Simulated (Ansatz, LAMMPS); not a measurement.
**Forces and charges in glassy 77SiO2-6B2O3-8CaO-8MgO (mol %) (142 atoms)**

What does DFT give for glassy 77SiO2-6B2O3-8CaO-8MgO (mol %) (142 atoms) as built?

Calculated with Ansatz 0.2.0; Kohn-Sham DFT, r2SCAN, PAW (set soft_2), plane waves.

**1. Starting point**

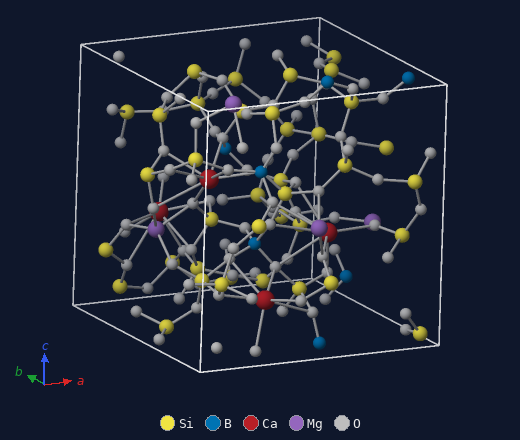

The cell as given, slightly off an axis (silicon yellow, boron blue, calcium red, magnesium purple, oxygen light grey). Bonds to atoms that aren't drawn are left out. Some periodic images of atoms are drawn too.

The cell holds 142 atoms: 37 Si, 6 B, 4 Ca, 4 Mg and 91 O. Its edges and angles: a = 12.168 Å, b = 12.168 Å, c = 12.168 Å, α = 90.0°, β = 90.0°, γ = 90.0°. 142 atoms (37 Si, 6 B, 4 Ca, 4 Mg, 91 O) placed at random at 2.31 g/cm³, melted at 3000 K for 20 ps at fixed volume with the Buckingham and Coulomb pair potential of Guillot and Sator (Geochim. Cosmochim. Acta 71, 1249 (2007)) with the boron terms of Wang et al. (J. Non-Cryst. Solids 498, 294 (2018)). Quenched from 3000 K to 300 K at 100 K/ps and fixed volume, held 10 ps at zero pressure.

What the set-up can't give: The quench rate of 100 K/ps is many orders above laboratory rates, so the cell is likely richer in defects and strain than a real sample. The starting topology of bonds comes from the classical model, and needn't be the one that DFT or experiment would give. The Brillouin zone is sampled at Γ only, in a cell whose shortest periodic width is 12 Å.

**2. How the cell was made**

A classical potential makes the cell, at a small fraction of what the same run would cost in DFT.

This step: classical MD, Buckingham and Coulomb pair potential of Guillot and Sator (Geochim. Cosmochim. Acta 71, 1249 (2007)) with the boron terms of Wang et al. (J. Non-Cryst. Solids 498, 294 (2018)) (LAMMPS 22 Jul 2025 - Update 4).

Contents of in.lmp:

```
# melt-quench of Si37B6Ca4Mg4O91
units metal
atom_style charge
boundary p p p
region box block 0 12.6576 0 12.6576 0 12.6576
create_box 5 box
mass 1 28.0850   # Si
mass 2 10.8100   # B
mass 3 40.0780   # Ca
mass 4 24.3050   # Mg
mass 5 15.9990   # O
create_atoms 1 random 37 896136 NULL overlap 1.5 maxtry 2000
create_atoms 2 random 6 896143 NULL overlap 1.5 maxtry 2000
create_atoms 3 random 4 896150 NULL overlap 1.5 maxtry 2000
create_atoms 4 random 4 896157 NULL overlap 1.5 maxtry 2000
create_atoms 5 random 91 896164 NULL overlap 1.5 maxtry 2000
pair_style buck/coul/long 9.0
pair_coeff * * 0.0 1.0 0.0
pair_coeff 1 5 50306.10 0.161 46.2978   # Si-O
pair_coeff 2 5 206941.81 0.124 35.0018   # B-O
pair_coeff 3 5 155667.70 0.178 42.2597   # Ca-O
pair_coeff 4 5 32652.64 0.178 27.281   # Mg-O
pair_coeff 5 5 9022.79 0.265 85.0921   # O-O
pair_coeff 2 2 484.40 0.35 0.0   # B-B
pair_coeff 1 2 337.70 0.29 0.0   # Si-B
set type 1 charge 1.89
set type 2 charge 1.4175
set type 3 charge 0.945
set type 4 charge 0.945
set type 5 charge -0.945
kspace_style pppm 1.0e-4
neigh_modify delay 0 every 1 check yes
thermo_style custom step time temp pe press density
thermo_modify norm yes
# [... 17 lines left out ...]
fix md all nvt temp 3000 300 0.1
run 27000 post no
unfix md
thermo 3333
fix md all npt temp 300 300 0.1 iso 0 0 1
run 10000 post no
unfix md
write_dump all custom glass.dump id type xs ys zs modify sort id
```

Command:

```sh
> lmp -in in.lmp -log none -nocite
```

Numbers of over 12 decimals in the logs are rounded to 6 here.

The program printed:

```text
LAMMPS (22 Jul 2025 - Update 4)
Created orthogonal box = (0 0 0) to (12.6576 12.6576 12.6576)
Created 37 atoms
Created 6 atoms
Created 4 atoms
Created 4 atoms
Created 91 atoms
PPPM initialization ...
  G vector (1/distance) = 0.33732138
  grid = 12 12 12
  estimated relative force accuracy = 4.0576509e-05
   Step          Time           Temp          PotEng         Press         Density
         0   0              0             -1.1390282      815972.35      2.3070157
       100   0.1            0             -11.071308     -33454.518      2.3070157
       105   0.105          0             -11.080704     -34467.262      2.3070157
[... 19 lines left out ...]
[... 2 lines left out ...]
Loop time of 10.8835 s on 1 MPI rank(s) for 20000 steps with 142 atoms
   Step          Time           Temp          PotEng         Press         Density
[... 12 lines left out ...]
Loop time of 14.3777 s on 1 MPI rank(s) for 27000 steps with 142 atoms
   Step          Time           Temp          PotEng         Press         Density
[... 1 line left out ...]
     49995   49.995         323.73153     -11.260281      9443.0689      2.5890592
     53328   53.328         305.89181     -11.260387     -5013.3874      2.6037173
     56661   56.661         309.72224     -11.264638     -951.52258      2.5663686
     58000   58             301.72213     -11.258985     -5087.5616      2.5967739
Loop time of 6.94004 s on 1 MPI rank(s) for 10000 steps with 142 atoms
```

Run time: 33 s. Hardware: 1 thread of Arm Neoverse V2, shared host; peak memory 0.079 GiB.

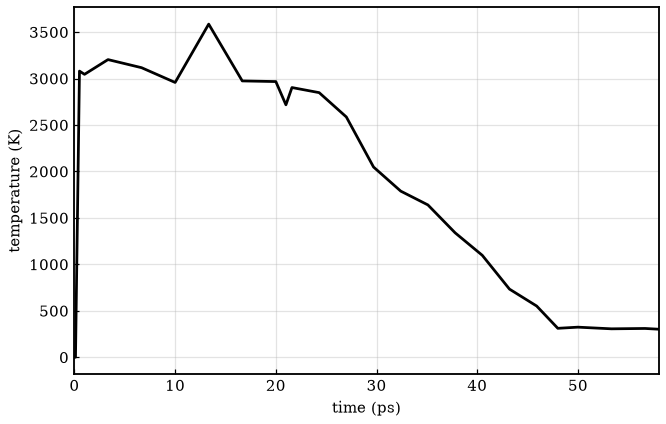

Temperature against time.

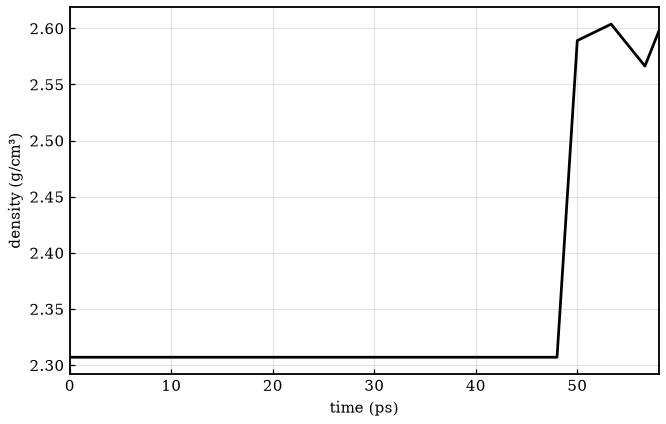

Density against time.

**3. Plane-wave single point**

One self-consistent run at the given positions yields energy and forces.

Contents of input.yaml:

```yaml
crystal:
  lattice:
    - [12.16812, 0.0, 0.0]
    - [0.0, 12.16812, 0.0]
    - [0.0, 0.0, 12.16812]
  atoms:
    - { symbol: Si, position: [0.39686, 0.81321, 0.78134] }
    - { symbol: Si, position: [0.1376, 0.89397, 0.08602] }
    - { symbol: Si, position: [0.34773, 0.68467, 0.18644] }
    - { symbol: Si, position: [0.38942, 0.45906, 0.84354] }
    - { symbol: Si, position: [0.94293, 0.04254, 0.04028] }
    - { symbol: Si, position: [0.86216, 0.64371, 0.90355] }
    - { symbol: Si, position: [0.2561, 0.05077, 0.51943] }
    - { symbol: Si, position: [0.76288, 0.29884, 0.88175] }
    - { symbol: Si, position: [0.62169, 0.94185, 0.81844] }
    - { symbol: Si, position: [0.17088, 0.94193, 0.73862] }
    - { symbol: Si, position: [0.01217, 0.78151, 0.2675] }
    - { symbol: Si, position: [0.91216, 0.06268, 0.62008] }
    - { symbol: Si, position: [0.59206, 0.34265, 0.17159] }
    - { symbol: Si, position: [0.98886, 0.8608, 0.88422] }
    - { symbol: Si, position: [0.60947, 0.90888, 0.06764] }
    - { symbol: Si, position: [0.13976, 0.11194, 0.29308] }
    - { symbol: Si, position: [0.29691, 0.66327, 0.95239] }
    - { symbol: Si, position: [0.79305, 0.59755, 0.67832] }
    - { symbol: Si, position: [0.0003, 0.4535, 0.64116] }
    - { symbol: Si, position: [0.48437, 0.27665, 0.56406] }
    - { symbol: Si, position: [0.71808, 0.58479, 0.3427] }
    - { symbol: Si, position: [0.34737, 0.58997, 0.39928] }
    - { symbol: Si, position: [0.55204, 0.02373, 0.27899] }
    - { symbol: Si, position: [0.91688, 0.15739, 0.39075] }
    - { symbol: Si, position: [0.67274, 0.8347, 0.39558] }
    - { symbol: Si, position: [0.59126, 0.51073, 0.54359] }
    - { symbol: Si, position: [0.09935, 0.45372, 0.04783] }
    - { symbol: Si, position: [0.60968, 0.65863, 0.11868] }
    - { symbol: Si, position: [0.18932, 0.35678, 0.24108] }
    - { symbol: Si, position: [0.60254, 0.48209, 0.95347] }
    - { symbol: Si, position: [0.84819, 0.96928, 0.26152] }
    - { symbol: Si, position: [0.10307, 0.56431, 0.83057] }
    [... 104 atom lines left out ...]
    - { symbol: O, position: [0.95254, 0.17314, 0.02103] }
    - { symbol: O, position: [0.81615, 0.07741, 0.33616] }
    - { symbol: O, position: [0.02699, 0.3316, 0.68846] }
    - { symbol: O, position: [0.96577, 0.90664, 0.28847] }
    - { symbol: O, position: [0.88105, 0.93577, 0.65256] }
    - { symbol: O, position: [0.08107, 0.23974, 0.88637] }
kpoints:
  mp_grid: { grid: [1, 1, 1] }
hamiltonian:
  xc: r2scan
scf:
  occupations: { method: fixed }
output:
  forces: true
  stress: true
  populations: true
  dos:
    method: { smearing: { sigma: 0.15 } }
    de: 0.1
    projected: { site_lists: { B: [B], Ca: [Ca], Mg: [Mg], O: [O], Si: [Si] } }
  eigenvalues: true
  write_density: true
  write_potential: true
  volumetric_format: npy
```

Command:

```sh
> ansatz run input.yaml --threads 8 --pin off --max-ram 15872MiB --backend cpu --events-out ev --progress --plain --runs-dir out
```

The program printed:

```text
Engine: ansatz 0.2.0, aarch64-unknown-linux-gnu
Pseudopotentials: kind: paw
Pseudopotential: Si, paw, valence charge 4, recommended cutoff 500 eV (meta_gga), Si.paw.azcp
Pseudopotential: B, paw, valence charge 3, recommended cutoff 500 eV (meta_gga), B.paw.azcp
Pseudopotential: Ca, paw, valence charge 10, recommended cutoff 500 eV (meta_gga), Ca.paw.azcp
Pseudopotential: Mg, paw, valence charge 10, recommended cutoff 500 eV (meta_gga), Mg.paw.azcp
Pseudopotential: O, paw, valence charge 6, recommended cutoff 500 eV (meta_gga), O.paw.azcp
Functional definition: r2SCAN
  parameter k0 = 0.174
  parameter k1 = 0.065
  parameter a1 = 4.9479
  exchange = r2scan_x(k0 = k0, k1 = k1, a1 = a1)
  correlation = r2scan_c
Crystal: 142 atoms, lattice volume = 1801.650 Å³
Basis set: ecut = 500 eV, 45817 PW (Γ), exchange–correlation on 360×360×360 points (64 copies of the dense FFT grid, shifted against one another)
Bands: 538, of which v1, the nominal top of the filled ones, is band 396 counted from 1 (395 counted from 0)
Symmetry: 1 space group operations
Space group: P1 (ITA 1), of the structure as read, at distance tolerance 1.2e-4 Å
k-points: 1
Non-local potential: Si, projectors of the file, l = 0: 2, l = 1: 2, l = 2: 2
Non-local potential: B, projectors of the file, l = 0: 2, l = 1: 2, l = 2: 1
Non-local potential: Ca, projectors of the file, l = 0: 3, l = 1: 2, l = 2: 2
Non-local potential: Mg, projectors of the file, l = 0: 3, l = 1: 2, l = 2: 1
Non-local potential: O, projectors of the file, l = 0: 2, l = 1: 2, l = 2: 1
PAW form: soft (Blöchl's): semilocal exchange-correlation on the pseudo side does not see the compensation charge
PAW frozen core: Si, regenerated for the run's functional (the file was generated under x = pbe(κ = 0.804, μ = 0.219515), c = pbe(β = 0.066725))
PAW frozen core: B, regenerated for the run's functional (the file was generated under x = pbe(κ = 0.804, μ = 0.219515), c = pbe(β = 0.066725))
PAW frozen core: Ca, regenerated for the run's functional (the file was generated under x = pbe(κ = 0.804, μ = 0.219515), c = pbe(β = 0.066725))
PAW frozen core: Mg, regenerated for the run's functional (the file was generated under x = pbe(κ = 0.804, μ = 0.219515), c = pbe(β = 0.066725))
PAW frozen core: O, regenerated for the run's functional (the file was generated under x = pbe(κ = 0.804, μ = 0.219515), c = pbe(β = 0.066725))
PAW one-centre angular grid: Si, 302 points (default); XC on 160 Gauss nodes
PAW one-centre angular grid: B, 302 points (default); XC on 160 Gauss nodes
PAW one-centre angular grid: Ca, 302 points (default); XC on 160 Gauss nodes
PAW one-centre angular grid: Mg, 302 points (default); XC on 224 Gauss nodes
PAW one-centre angular grid: O, 302 points (default); XC on 160 Gauss nodes
Initial density: superposition of atomic densities (neutral atoms: chi_scale 0, normalization atom), corrected by the library's trained network
Initial wavefunctions: pseudopotential atomic-orbital guess
Functional: x = r2scan, c = r2scan; τ floored in thin density (d = 2e-4 eV/Å³)
SCF iter   1: F=—  HF=-91477.262301 eV  |F-HF|=—  |Δ(HF+E_count)|=         —  Δρ=8.45e-3  dr2=1.38e0  dr2_τ=1.14e1  ethr=1.77e-3  ⟨swp⟩=5.0  Hψ=2090  notcnv=0  defer=140
preconditioner: auto → Resta (q_TF=auto, 2.379 Å⁻¹)  ε∞=2.9  [insulator: Δε(μ)=3.479 eV  Ē_g=17.398 eV  n_scr=436 (ndim 8)  ℏωp=24.0 eV  f_vac=0.137  ε∞_Penn≈2.9]
SCF iter   2: F=—  HF=-91481.249168 eV  |F-HF|=—  |Δ(HF+E_count)|=    3.99e0  Δρ=5.14e-3  dr2=3.27e-1  dr2_τ=3.05e-2  ethr=1.74e-4  ⟨swp⟩=3.0  Hψ=1004  notcnv=0  defer=140
SCF iter   3: F=—  HF=-91481.210036 eV  |F-HF|=—  |Δ(HF+E_count)|=   3.91e-2  Δρ=1.45e-3  dr2=3.65e-2  dr2_τ=5.64e-3  ethr=4.13e-5  ⟨swp⟩=2.0  Hψ=683  notcnv=0  defer=140
SCF iter   4: F=—  HF=-91481.205897 eV  |F-HF|=—  |Δ(HF+E_count)|=   4.14e-3  Δρ=6.48e-4  dr2=5.80e-3  dr2_τ=1.13e-3  ethr=4.61e-6  ⟨swp⟩=3.0  Hψ=707  notcnv=0  defer=140
SCF iter   5: F=—  HF=-91481.205096 eV  |F-HF|=—  |Δ(HF+E_count)|=   8.01e-4  Δρ=1.68e-4  dr2=4.52e-4  dr2_τ=3.86e-5  ethr=7.32e-7  ⟨swp⟩=3.0  Hψ=897  notcnv=0  defer=140
SCF iter   6: F=—  HF=-91481.205306 eV  |F-HF|=—  |Δ(HF+E_count)|=   2.09e-4  Δρ=8.63e-5  dr2=1.18e-4  dr2_τ=1.46e-5  ethr=5.70e-8  ⟨swp⟩=2.0  Hψ=797  notcnv=0  defer=140
SCF iter   7: F=—  HF=-91481.205291 eV  |F-HF|=—  |Δ(HF+E_count)|=   1.44e-5  Δρ=2.22e-5  dr2=9.41e-6  dr2_τ=9.64e-7  ethr=1.49e-8  ⟨swp⟩=2.0  Hψ=699  notcnv=0  defer=139
SCF iter   8: F=—  HF=-91481.205750 eV  |F-HF|=—  |Δ(HF+E_count)|=   4.59e-4  Δρ=1.13e-5  dr2=2.26e-6  dr2_τ=2.07e-7  ethr=1.19e-9  ⟨swp⟩=2.0  Hψ=796  notcnv=0  defer=137
SCF iter   9: F=—  HF=-91481.205750 eV  |F-HF|=—  |Δ(HF+E_count)|=   2.69e-7  Δρ=3.48e-6  dr2=2.28e-7  dr2_τ=2.34e-8  ethr=2.85e-10  ⟨swp⟩=2.0  Hψ=717  notcnv=0  defer=137
SCF iter  10: F=-91481.205750 eV  HF=-91481.205750 eV  |F-HF|=1.33e-8  |Δ(HF+E_count)|=   7.63e-8  Δρ=1.58e-6  dr2=4.62e-8  dr2_τ=5.20e-9  ethr=1.26e-11  ⟨swp⟩=26.0  Hψ=5882  notcnv=0
SCF 1 converged in 10 iterations: F = -91481.205750 eV  dr2 = 4.62e-8
  greatest PAW one-centre occupation: 1.000 electrons in one spin orbital (limit 2), on the Mg atom at site 49 (counted from 0), in its partial waves of l = 0
SCF converged after 10 iterations
Free energy (F): -91481.205750 eV
Harris-Foulkes:  -91481.205750 eV  (|F-HF|=1.33e-8)
Internal energy: -91481.205750 eV  (E = F + TS)
E sigma→0 (E₀):  -91481.205750 eV
Fermi energy:    4.365816 eV
--- Per-component energies (eV) ---
  E_band       = -5469.783927
  E_kinetic    = 19650.620099
  E_local      = -57821.800167  (includes V_loc(G=0)·N_el)
  E_nonlocal   = 5850.801471
  E_hartree    = 21407.747790
  E_xc         = -9486.842615
  E_vxc        = -12771.908966  (∫ρ·V_xc dr)
  E_paw        = -38980.783502  (= ΣΔE_a)
  E_vpaw       = -3997.210193  (= ΣTr[D̂ρ^β])
  E_aug_tail   = 0.097113  (compensation charges beyond the density's cutoff)
  E_vtau       = 804.128754  (kinetic-family band-sum trace: ∫τ·v_τ [+ j·A + Jᵃ·Aᵃ] dr)
  E_ewald      = -32094.213150
  E_core_change = -6.832790  (= ΣΔE_core)
  E_smearing   = -0.000000  (= −TS)
  E_closure    = 0.000000  (closes the sum)
  Σ components = -91481.205750   (vs F -91481.205750, Δ=0.00e0)
--- Forces (eV/Å), atoms counted from 1 ---
  atom   1  Si    -1.86913358    -2.51879486     0.14191031
  atom   2  Si    -0.72330459    -0.72728272    -0.47154957
  atom   3  Si     3.01184701    -1.09820638    -0.47861716
  atom   4  Si     0.39979956     0.11023171     2.25016511
  atom   5  Si     1.30610646     1.46339524    -2.06145774
  atom   6  Si     1.11997201     1.19241133    -0.62694308
  atom   7  Si    -0.91486953    -0.81952140    -0.52742459
  atom   8  Si     0.39784787    -2.20005614     0.23994316
  atom   9  Si     1.74515711     0.07290972    -2.05159537
  atom  10  Si     0.06150588     1.93296022     2.36585479
  atom  11  Si     1.72551190     0.60703812     0.42212731
  atom  12  Si    -0.57289435     1.09958587     1.62498757
  atom  13  Si     3.22270858     1.51567530    -0.81685187
  atom  14  Si    -0.56006187    -0.80593624     2.00954679
[...]
atom 141  O      1.32322317     0.51010526    -1.16459375
  atom 142  O      0.24638728    -0.66507905    -1.27057316
  max |Σ_I F_I| component: 1.68e-4 eV/Å
--- Stress (GPa, compression-positive) ---
       -5.183728       0.665533      -0.521542
        0.665529      -3.818477       0.227840
       -0.521540       0.227838      -5.292601
  P = ⅓ Tr σ = -4.7649 GPa (-47.649 kbar)
--- Band table (eV) ---
  k-point 0: bands = ["-75.0810", "-72.9794", "-72.7933", "-72.6717", [... 522 levels ...], "14.3632", "14.4118", "14.4626", "14.5195", "14.5524", "14.5913", "14.6397", "14.6634", "14.6777", "14.7381", "14.7562", "14.7896"]
--- Löwdin populations: 142 sites ---
  site symbol       q [e]
     0     Si      2.1277
     1     Si      2.2072
     2     Si      2.1787
[...]
141      O      6.7389
  spilling = 0.012685 (of n_electrons = 792.000000)
```

Run time: 47 s. Hardware: 8 threads of Arm Neoverse V2, shared host; peak memory 5.4 GiB; 6.1 min of CPU time.

Reading the cycles: dr2 is the Hartree energy of the density residual (eV), the measure of convergence; HF is the Harris–Foulkes estimate of the energy, which meets the free energy F at convergence.

Read from the output:

* free energy: -91481.2058 eV
* free energy per atom: -644.2338 eV/atom
* SCF cycles: 10
* pressure: -4.765 GPa
* r.m.s. force component: 1.08 eV/Å
* longest force: 4.94 eV/Å
* Fermi energy: 4.366 eV
* gap (highest filled to lowest empty level): 3.096 eV
* spilling of the projection: 0.01269

Length of the force by element:

```tsv
element	coordination	atoms	mean length of the force (eV/Å)	spread	least	most
B	all	6	2.14	0.836	0.924	3.72
Ca	all	4	0.903	0.438	0.493	1.64
Mg	all	4	1.08	0.547	0.429	1.91
O	all	91	1.29	0.607	0.234	3.39
Si	all	37	2.55	0.913	1.11	4.94
```

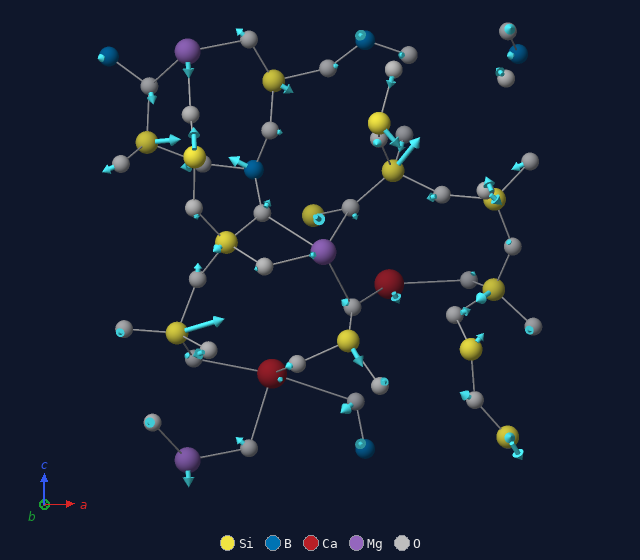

Forces as arrows; the longest in the cell is 4.94 eV/Å. Drawn is a slice 4 Å thick, seen along the normal of the ac plane. Bonds to atoms that aren't drawn are left out.

Löwdin charges by element (they lack the spilled electrons, 0.071 e an atom on average):

```tsv
element	coordination	atoms	mean charge (e)	spread	least	most
B	all	6	0.683	0.0483	0.618	0.747
Ca	all	4	1.80	0.0112	1.79	1.82
Mg	all	4	1.67	0.0215	1.65	1.70
O	all	91	-0.821	0.111	-1.08	-0.605
Si	all	37	1.80	0.0488	1.65	1.87
```

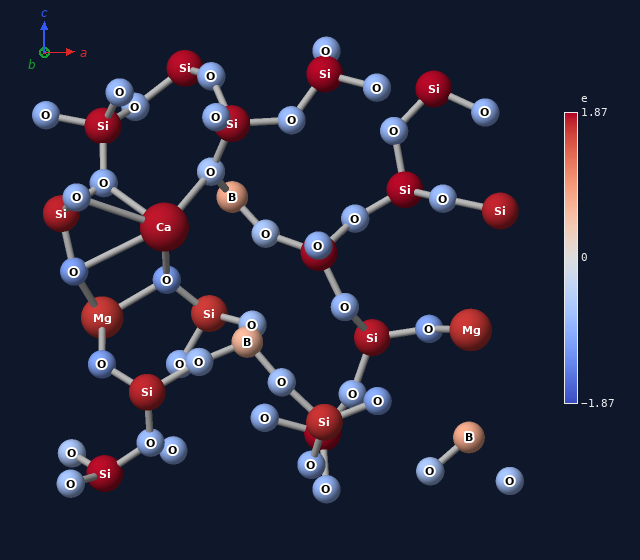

Atoms coloured by Löwdin charge. Drawn is a slice 4 Å thick, seen along the normal of the ac plane. Bonds to atoms that aren't drawn are left out.

(Part 1 of 2 ends here.)

[Logs are printed without paths, hosts, clocks, repeated set-up lines and the standing remarks that a program may print on its own settings, such as how far it seeks lower states.]

[Hosts, paths, dates, database ids (printed as entryN), source tags and the programs' standing remarks are cut or masked in the printed files.]
